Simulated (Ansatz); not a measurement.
**H5NOSiSn: one molecule under many settings**

Aim: run H5NOSiSn under a spread of inputs, and see what each costs and gives.

Computed with Ansatz 0.2.0, Gaussian basis. Level: the settings change from run to run.

## Step 1: The geometry

An earlier PBE0-D4 in a triple-zeta def2 set relaxation fixed the geometry. Sn takes a core potential in def2 sets; no spin-orbit term is included.

SMILES `[NH2][Sn][O][SiH3]`, 9 atoms, charge 0, spin multiplicity 1.

Atoms are counted from 1 here; the program's logs count them from 0.

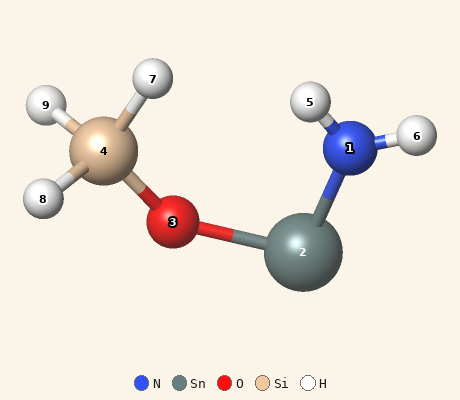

The structure; nitrogen blue, tin teal, oxygen red, silicon light orange, hydrogen white; atoms are numbered from 1 in the order of the file.

## Step 2: PBEsol/def2-mTZVPP

Set apart from the defaults: a grid of angular degree 23.

in.yaml

```yaml
crystal:
  periodic: [false, false, false]
  atoms:
    - {symbol: N, position_ang: [-0.671372, 1.493578, -1.238151]}
    - {symbol: Sn, position_ang: [0.551793, 0.169584, -2.130172]}
    - {symbol: O, position_ang: [0.832684, -0.940299, -0.503375]}
    - {symbol: Si, position_ang: [0.448496, -1.088777, 1.066852]}
    - {symbol: H, position_ang: [-0.946626, 1.449691, -0.267609]}
    - {symbol: H, position_ang: [-1.089468, 2.283021, -1.705854]}
    - {symbol: H, position_ang: [-0.480855, -0.008649, 1.522386]}
    - {symbol: H, position_ang: [1.668957, -1.012682, 1.916496]}
    - {symbol: H, position_ang: [-0.225110, -2.391966, 1.322127]}
basis:
  gaussian: {orbitals: def2-mTZVPP, final_grid: {core_spheres: 8, valence_spheres: 7, degree: 23}}
hamiltonian: {xc: {name: PBEsol}}
output: {forces: true}
```

Started as:

```sh
> ansatz run in.yaml --threads 4 --pin off --events-out ev --progress --plain --max-ram 10444MiB
```

The log of the run (excerpt; [...] marks lines left out):

```text
Functional definition: PBEsol
  name "PBEsol"
  cite "Perdew et al., Phys. Rev. Lett. 100, 136406 (2008) doi:10.1103/PhysRevLett.100.136406"
  cite "Perdew, Burke & Ernzerhof, Phys. Rev. Lett. 77, 3865 (1996) doi:10.1103/PhysRevLett.77.3865"
  parent pbesol
[...]
1216 factors; their error is unknown
[...]
mean field -17289.13898493 eV, -635.3641386971 hartree, gradient 6.9e-5 eV, S^2 0.000000; 0 other end points of the search recorded, 0 dependent functions left out
[...]
reference -17289.13903052 eV, -635.3641403724 hartree; 28, 28 occupied and 108, 108 virtual orbitals, 1216 factors
Total energy: -17289.13903052 eV, -635.3641403724 hartree
Atom 0 at    -0.671372     1.493578    -1.238151 Å, force     0.071672    -0.064579    -0.077990 eV/Å
Atom 1 at     0.551793     0.169584    -2.130172 Å, force     0.170479     0.000151    -0.543988 eV/Å
Atom 2 at     0.832684    -0.940299    -0.503375 Å, force     0.288358    -0.308474    -0.220350 eV/Å
Atom 3 at     0.448496    -1.088777     1.066852 Å, force    -0.136468     0.038768     0.346666 eV/Å
Atom 4 at    -0.946626     1.449691    -0.267609 Å, force    -0.131493    -0.050321     0.530526 eV/Å
Atom 5 at    -1.089468     2.283021    -1.705854 Å, force    -0.207250     0.402724    -0.256080 eV/Å
Atom 6 at    -0.480855    -0.008649     1.522386 Å, force    -0.139980     0.159922     0.075698 eV/Å
Atom 7 at     1.668957    -1.012682     1.916496 Å, force     0.176362     0.008164     0.115079 eV/Å
Atom 8 at    -0.225110    -2.391966     1.322127 Å, force    -0.091680    -0.186354     0.030440 eV/Å
Dipole moment:    -0.159924     0.347488    -0.283205 e Å
```

Run time: 0.9 s. Hardware: 4 threads of Arm Neoverse V2, shared host.

Largest force 0.570 eV/Å, dipole 2.29 D.

## Step 3: PBEsol/def2-TZVP

This run has atoms shaken by 0.03 Å.

in.yaml

```yaml
crystal:
  periodic: [false, false, false]
  atoms:
    - {symbol: N, position_ang: [-0.676322, 1.504848, -1.224025]}
    - {symbol: Sn, position_ang: [0.555180, 0.116645, -2.096938]}
    - {symbol: O, position_ang: [0.808082, -0.939793, -0.569562]}
    - {symbol: Si, position_ang: [0.400577, -1.049180, 1.116777]}
    - {symbol: H, position_ang: [-0.937241, 1.456256, -0.288008]}
    - {symbol: H, position_ang: [-1.059389, 2.310485, -1.751281]}
    - {symbol: H, position_ang: [-0.498317, 0.052991, 1.556578]}
    - {symbol: H, position_ang: [1.660384, -1.023594, 1.895861]}
    - {symbol: H, position_ang: [-0.215238, -2.410981, 1.290235]}
basis:
  gaussian: {orbitals: def2-TZVP}
hamiltonian: {xc: {name: PBEsol}}
```

Same command.

The log of the run:

```text
Functional definition: PBEsol
  name "PBEsol"
  cite "Perdew et al., Phys. Rev. Lett. 100, 136406 (2008) doi:10.1103/PhysRevLett.100.136406"
  cite "Perdew, Burke & Ernzerhof, Phys. Rev. Lett. 77, 3865 (1996) doi:10.1103/PhysRevLett.77.3865"
  parent pbesol
  exchange = pbesol_x
  correlation = pbesol_c
1166 factors; their error is unknown
mean field evaluation 1: about -17270.5821 eV, gradient 1.0e2 eV
mean field evaluation 2: about -17122.3168 eV, gradient 2.3e2 eV
mean field evaluation 4: about -17286.7428 eV, gradient 3.6e1 eV
mean field evaluation 8: about -17289.2579 eV, gradient 2.2e-1 eV
mean field evaluation 16: about -17289.2473 eV, gradient 2.9e-4 eV
mean field -17289.24729780 eV, -635.3681191213 hartree, gradient 4.9e-5 eV, S^2 0.000000; 0 other end points of the search recorded, 0 dependent functions left out
reference -17289.24734493 eV, -635.3681208533 hartree; 28, 28 occupied and 151, 151 virtual orbitals, 1166 factors
Total energy: -17289.24734493 eV, -635.3681208533 hartree
```

Wall time 1.5 s (4 threads of Arm Neoverse V2, shared host).

## Step 4: PBE-QIDH/def2-TZVP

This run has unrestricted orbitals, density fitting with def2-universal-jkfit.

in.yaml

```yaml
crystal:
  periodic: [false, false, false]
  atoms:
    - {symbol: N, position_ang: [-0.671372, 1.493578, -1.238151]}
    - {symbol: Sn, position_ang: [0.551793, 0.169584, -2.130172]}
    - {symbol: O, position_ang: [0.832684, -0.940299, -0.503375]}
    - {symbol: Si, position_ang: [0.448496, -1.088777, 1.066852]}
    - {symbol: H, position_ang: [-0.946626, 1.449691, -0.267609]}
    - {symbol: H, position_ang: [-1.089468, 2.283021, -1.705854]}
    - {symbol: H, position_ang: [-0.480855, -0.008649, 1.522386]}
    - {symbol: H, position_ang: [1.668957, -1.012682, 1.916496]}
    - {symbol: H, position_ang: [-0.225110, -2.391966, 1.322127]}
basis:
  gaussian: {orbitals: def2-TZVP, fitting: {mean_field: def2-universal-jkfit}}
magnetization: {spin_polarized: true, initial_magnetization: 0}
hamiltonian: {xc: {name: PBE-QIDH}}
output: {forces: true}
```

Launched as before.

The log of the run (excerpt; [...] marks lines left out):

```text
Functional definition: PBE-QIDH
  name "PBE-QIDH"
  cite "Brémond, Sancho-García, Pérez-Jiménez & Adamo, J. Chem. Phys. 141, 031101 (2014) doi:10.1063/1.4890314"
  cite "Perdew, Burke & Ernzerhof, Phys. Rev. Lett. 77, 3865 (1996) doi:10.1103/PhysRevLett.77.3865"
[...]
590 factors; integrals over basis functions are off by at most 8.8e-1 eV
[...]
mean field -17307.27973045 eV, -636.0307987984 hartree, gradient 7.5e-6 eV, S^2 0.000000; 0 other end points of the search recorded, 0 dependent functions left out
11 core orbitals not correlated: weight in the atoms' cores, before any rotation towards them, 1.000 or more for the frozen orbitals, at most 0.000 for the correlated occupied ones
reference -17307.27974474 eV, -636.0307993238 hartree; 17, 17 occupied and 151, 151 virtual orbitals, 590 factors
second order -26.77340799 eV of doubles, -0.00000000 eV of singles
[...]
Total energy: -17316.20421407 eV, -636.3587675224 hartree
Atom 0 at    -0.671372     1.493578    -1.238151 Å, force     0.071887    -0.086992    -0.037576 eV/Å
Atom 1 at     0.551793     0.169584    -2.130172 Å, force    -0.146824     0.043436     0.369676 eV/Å
Atom 2 at     0.832684    -0.940299    -0.503375 Å, force    -0.088064     0.154801    -0.070145 eV/Å
Atom 3 at     0.448496    -1.088777     1.066852 Å, force     0.002801    -0.007781     0.006909 eV/Å
Atom 4 at    -0.946626     1.449691    -0.267609 Å, force     0.047969     0.001521    -0.154772 eV/Å
Atom 5 at    -1.089468     2.283021    -1.705854 Å, force     0.070473    -0.123412     0.059079 eV/Å
Atom 6 at    -0.480855    -0.008649     1.522386 Å, force     0.096334    -0.109116    -0.053912 eV/Å
Atom 7 at     1.668957    -1.012682     1.916496 Å, force    -0.126679    -0.008927    -0.090597 eV/Å
Atom 8 at    -0.225110    -2.391966     1.322127 Å, force     0.072103     0.136469    -0.028662 eV/Å
Dipole moment:    -0.135538     0.347753    -0.362296 e Å
```

Wall time 12 s (4 threads of Arm Neoverse V2, shared host); peak memory 0.84 GiB.

Largest force 0.400 eV/Å, dipole 2.50 D, ⟨S²⟩ 0.000.

## Step 5: PBE-QIDH/def2-SVPD

Changes to in.yaml since step 4:

```diff
@@ -13,5 +13,3 @@
 basis:
-  gaussian: {orbitals: def2-TZVP, fitting: {mean_field: def2-universal-jkfit}}
-magnetization: {spin_polarized: true, initial_magnetization: 0}
+  gaussian: {orbitals: def2-SVPD}
 hamiltonian: {xc: {name: PBE-QIDH}}
-output: {forces: true}
```

Launched as before.

The log of the run (excerpt; [...] marks lines left out):

```text
Functional definition: PBE-QIDH
  name "PBE-QIDH"
  cite "Brémond, Sancho-García, Pérez-Jiménez & Adamo, J. Chem. Phys. 141, 031101 (2014) doi:10.1063/1.4890314"
  cite "Perdew, Burke & Ernzerhof, Phys. Rev. Lett. 77, 3865 (1996) doi:10.1103/PhysRevLett.77.3865"
[...]
1466 factors; integrals over basis functions are off by at most 1.2e-3 eV
[...]
mean field -17300.08328988 eV, -635.7663344854 hartree, gradient 6.8e-6 eV, S^2 0.000000; 0 other end points of the search recorded, 0 dependent functions left out
11 core orbitals not correlated: weight in the atoms' cores, before any rotation towards them, 1.000 or more for the frozen orbitals, at most 0.000 for the correlated occupied ones
reference -17300.08330463 eV, -635.7663350274 hartree; 17, 17 occupied and 111, 111 virtual orbitals, 1466 factors
second order -18.43266725 eV of doubles, -0.00000000 eV of singles
Total energy: -17306.22752704 eV, -635.9921310365 hartree
```

Run time: 3.2 s. Hardware: 4 threads of Arm Neoverse V2, shared host.

## Step 6: RPBE/def2-mTZVPP

Options: a grid of angular degree 47, D3(BJ) dispersion, high accuracy.

Changes to in.yaml since step 5:

```diff
@@ -13,3 +13,4 @@
 basis:
-  gaussian: {orbitals: def2-SVPD}
-hamiltonian: {xc: {name: PBE-QIDH}}
+  gaussian: {orbitals: def2-mTZVPP, final_grid: {core_spheres: 20, valence_spheres: 16, degree: 47}}
+hamiltonian: {xc: {name: RPBE}, dispersion: d3bj}
+accuracy: high
```

The command is unchanged.

The log of the run:

```text
Functional definition: RPBE
  name "RPBE"
  cite "Hammer, Hansen & Nørskov, Phys. Rev. B 59, 7413 (1999) doi:10.1103/PhysRevB.59.7413"
  cite "Perdew, Burke & Ernzerhof, Phys. Rev. Lett. 77, 3865 (1996) doi:10.1103/PhysRevLett.77.3865"
  parameter kappa = 0.804
  parameter beta = 0.06672455060314922
  exchange = rpbe_x(kappa = kappa, mu = beta*pi^2/3)
  correlation = pbe_c(beta = beta)
2839 factors; integrals over basis functions are off by at most 1.8e-8 eV
mean field evaluation 1: about -17313.9969 eV, gradient 9.9e1 eV
mean field evaluation 2: about -17152.2033 eV, gradient 2.3e2 eV
mean field evaluation 4: about -17327.2776 eV, gradient 4.8e1 eV
mean field evaluation 8: about -17331.9363 eV, gradient 2.7e-1 eV
mean field evaluation 16: about -17331.9376 eV, gradient 3.4e-5 eV
mean field -17331.93760234 eV, -636.9369588769 hartree, gradient 2.8e-8 eV, S^2 0.000000; 0 other end points of the search recorded, 0 dependent functions left out
reference -17331.93760679 eV, -636.9369590403 hartree; 28, 28 occupied and 108, 108 virtual orbitals, 2839 factors
Total energy: -17333.19939812 eV, -636.9833290165 hartree
```

Run time: 4.1 s. Hardware: 4 threads of Arm Neoverse V2, shared host; peak memory 0.46 GiB.

## Step 7: SVWN5/def2-mTZVPP

Options: finite nuclei.

Changes to in.yaml since step 6:

```diff
@@ -13,4 +13,4 @@
 basis:
-  gaussian: {orbitals: def2-mTZVPP, final_grid: {core_spheres: 20, valence_spheres: 16, degree: 47}}
-hamiltonian: {xc: {name: RPBE}, dispersion: d3bj}
-accuracy: high
+  gaussian: {orbitals: def2-mTZVPP, nuclear_model: gaussian}
+hamiltonian: {xc: {name: SVWN5}}
+output: {forces: true}
```

The command is unchanged.

The log of the run (excerpt; [...] marks lines left out):

```text
Functional definition: SVWN5
  name "SVWN5"
  cite "Dirac, Proc. Camb. Phil. Soc. 26, 376 (1930) doi:10.1017/S0305004100016108"
  cite "Slater, Phys. Rev. 81, 385 (1951) doi:10.1103/PhysRev.81.385"
  cite "Vosko, Wilk & Nusair, Can. J. Phys. 58, 1200 (1980) doi:10.1139/p80-159"
[...]
1216 factors; their error is unknown
[...]
mean field -17263.36561171 eV, -634.4169847007 hartree, gradient 2.1e-5 eV, S^2 0.000000; 0 other end points of the search recorded, 0 dependent functions left out
[...]
reference -17263.36565523 eV, -634.4169863002 hartree; 28, 28 occupied and 108, 108 virtual orbitals, 1216 factors
Total energy: -17263.36565523 eV, -634.4169863002 hartree
Atom 0 at    -0.671372     1.493578    -1.238151 Å, force     0.213536    -0.224174    -0.168585 eV/Å
Atom 1 at     0.551793     0.169584    -2.130172 Å, force     0.056482     0.011945    -0.207385 eV/Å
Atom 2 at     0.832684    -0.940299    -0.503375 Å, force     0.153855    -0.171284    -0.101411 eV/Å
Atom 3 at     0.448496    -1.088777     1.066852 Å, force    -0.072624     0.072395     0.066475 eV/Å
Atom 4 at    -0.946626     1.449691    -0.267609 Å, force    -0.108860    -0.097781     0.566583 eV/Å
Atom 5 at    -1.089468     2.283021    -1.705854 Å, force    -0.194947     0.394299    -0.275837 eV/Å
Atom 6 at    -0.480855    -0.008649     1.522386 Å, force    -0.113895     0.142914     0.032631 eV/Å
Atom 7 at     1.668957    -1.012682     1.916496 Å, force     0.133977     0.008854     0.075629 eV/Å
Atom 8 at    -0.225110    -2.391966     1.322127 Å, force    -0.067525    -0.137168     0.011900 eV/Å
Dipole moment:    -0.164083     0.349583    -0.274691 e Å
```

Wall time 0.85 s (4 threads of Arm Neoverse V2, shared host).

Largest force 0.585 eV/Å, dipole 2.28 D.

## Step 8: wB97/def2-SVP

This run has multiplicity 3, restricted open-shell orbitals, atoms shaken by 0.03 Å, density fitting with def2-universal-jkfit, the search for lower states set to light.

in.yaml

```yaml
crystal:
  periodic: [false, false, false]
  atoms:
    - {symbol: N, position_ang: [-0.683608, 1.467759, -1.254264]}
    - {symbol: Sn, position_ang: [0.553883, 0.146494, -2.074523]}
    - {symbol: O, position_ang: [0.870539, -0.964189, -0.467348]}
    - {symbol: Si, position_ang: [0.421681, -1.132436, 1.051768]}
    - {symbol: H, position_ang: [-0.958330, 1.491115, -0.259209]}
    - {symbol: H, position_ang: [-1.111670, 2.299652, -1.735506]}
    - {symbol: H, position_ang: [-0.480312, -0.037095, 1.540937]}
    - {symbol: H, position_ang: [1.676854, -1.049923, 1.901195]}
    - {symbol: H, position_ang: [-0.241457, -2.445736, 1.318902]}
basis:
  gaussian: {orbitals: def2-SVP, fitting: {mean_field: def2-universal-jkfit}}
magnetization: {spin_polarized: false, initial_magnetization: 2}
hamiltonian: {xc: {name: wB97}}
scf: {lower_state_search: light}
```

The command is unchanged.

The log of the run (excerpt; [...] marks lines left out):

```text
Functional definition: wB97
  name "wB97"
  cite "Chai & Head-Gordon, J. Chem. Phys. 128, 084106 (2008) doi:10.1063/1.2834918"
  cite "Becke, J. Chem. Phys. 107, 8554 (1997) doi:10.1063/1.475007"
[...]
  # The coefficients of nought are those of the uniform gas.
[...]
      + integral(e_c_pw_opposite_spin*poly(b97_u_opposite, 1, cos1, cos2, cos3, cos4))
590 factors; integrals over basis functions are off by at most 3.5e-1 eV
590 factors; integrals over basis functions are off by at most 2.4e-6 eV
[...]
mean field -17319.94662679 eV, -636.4962986530 hartree, gradient 7.3e-6 eV, S^2 2.000000; 2 other end points of the search recorded, 0 dependent functions left out
reference -17319.94662033 eV, -636.4962984156 hartree; 29, 27 occupied and 68, 70 virtual orbitals, 590 factors
Total energy: -17319.94662033 eV, -636.4962984156 hartree
```

Wall time 7.5 s (4 threads of Arm Neoverse V2, shared host).

## Step 9: All runs side by side

| level | charge | multiplicity | geometry | functions | energy (eV) | time |
| --- | --- | --- | --- | --- | --- | --- |
| PBEsol/def2-mTZVPP | 0 | 1 | relaxed | 136 | -17289.139 | 0.9 s |
| PBEsol/def2-TZVP | 0 | 1 | shaken | 179 | -17289.247 | 1.5 s |
| PBE-QIDH/def2-TZVP | 0 | 1 | relaxed | 179 | -17316.204 | 12 s |
| PBE-QIDH/def2-SVPD | 0 | 1 | relaxed | 139 | -17306.228 | 3.2 s |
| RPBE/def2-mTZVPP | 0 | 1 | relaxed | 136 | -17333.199 | 4.1 s |
| SVWN5/def2-mTZVPP | 0 | 1 | relaxed | 136 | -17263.366 | 0.85 s |
| wB97/def2-SVP | 0 | 3 | shaken | 97 | -17319.947 | 7.5 s |

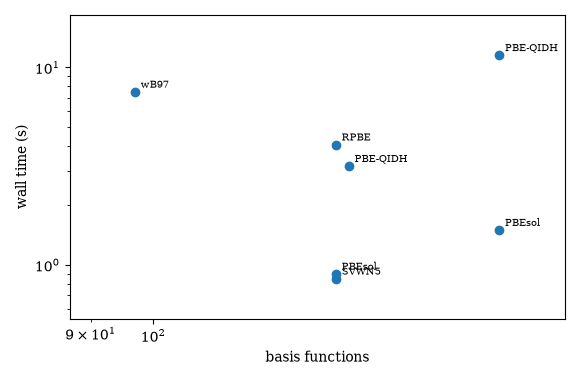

Wall time against the number of basis functions (shared host).

## Step 10: What came out

```
                                         quantity                      value
                                             runs                          7
                                         quickest  SVWN5/def2-mTZVPP, 0.85 s
                                          slowest   PBE-QIDH/def2-TZVP, 12 s
spread of total energies, same state and geometry                    69.8 eV
                  dipole, same state and geometry             2.28 to 2.50 D
```

**Reading.** PBE-QIDH/def2-TZVP took 14 times as long as SVWN5/def2-mTZVPP. The jobs differ in tasks and options as well as level. Total energies at one charge and spin differ by 70 eV between levels, so only differences within one level mean anything. At the PBE0-D4/def2-TZVP geometry and in the same state, runs without warnings or point charges leave forces up to 0.59 eV/Å (SVWN5/def2-mTZVPP). At that geometry and state the dipole changes by 10 % between the lowest and highest value.
